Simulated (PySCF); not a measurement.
Ge(F)2(OH)(NH2), SMILES [F][Ge]([NH2])([OH])[F] at its PBE0/def2-SVP optimised geometry (Å):

```
8

N     -0.8681     0.9501     0.0000
Ge    -0.2524    -0.7201     0.0000
O      1.4898    -0.7201     0.0000
F     -0.7426    -1.7359    -1.3142
F     -0.9107    -1.5304     1.3682
H     -0.5534     1.5577    -0.7487
H     -1.8575     1.0699     0.1890
H      1.8575    -1.5577    -0.3053
```

Method: PBE0/def2-TZVP (PySCF). Cells within 0.4 Å of a nucleus heavier than hydrogen are left out (blank, or x).

Map of the HOMO amplitude (bohr^(-3/2)) on the plane z = 0.0 Å; orbital energy -8.63 eV, overall sign arbitrary:

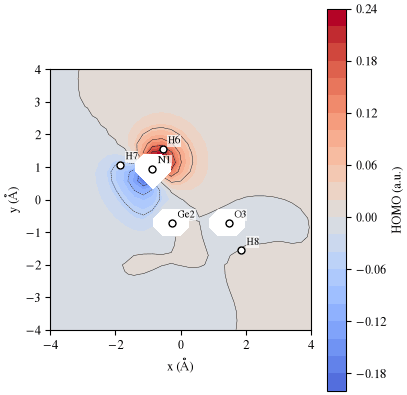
Figure. HOMO amplitude (bohr^(-3/2)) on the plane z = 0.0 Å.
